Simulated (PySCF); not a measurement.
```xyz
12
charge 0, multiplicity 1
Si   -0.0916   -0.9676   -1.3232
H     1.0285    0.0009   -1.4742
H     0.1307   -2.0819   -2.2867
H    -1.3685   -0.2916   -1.6695
Si   -0.1508   -1.8434    0.8448
H     1.1993    2.2602    0.9476
P    -0.1172    2.3685    0.4288
H    -0.2917   -0.7747    1.8677
H    -1.2956   -2.7850    0.9764
H     1.1060   -2.5950    1.1139
H    -0.4402    3.4807    1.2502
H     0.2889    3.1820   -0.6607
```

Work out the structure from the coordinates.

Formula H₉PSi₂. Judged by distances it falls into 2 fragments: Si2H6, PH3. Coordination: 2 Si tetrahedral; 1 P trigonal pyramidal.

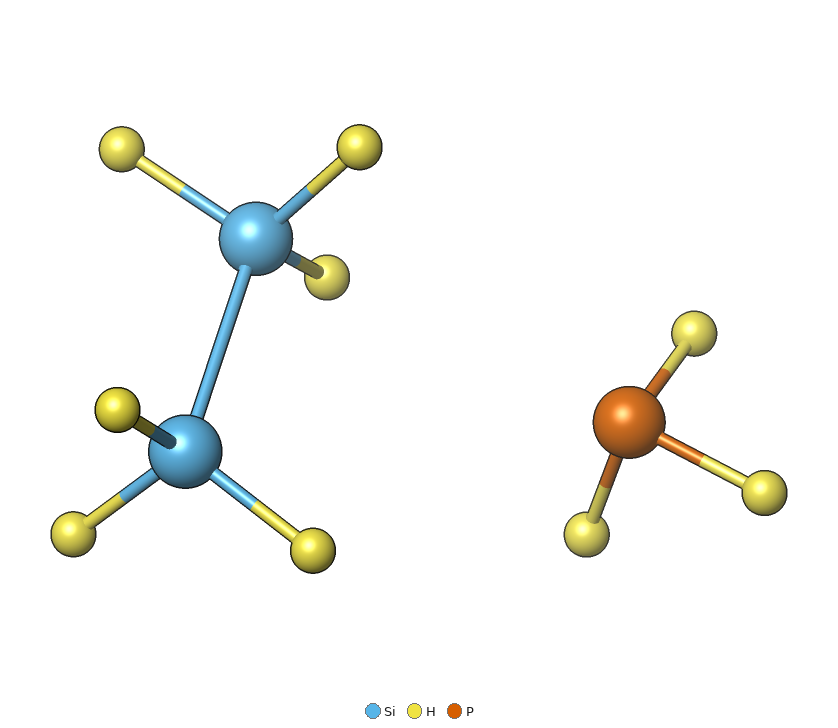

Simulated data, not a measurement (program: PySCF).
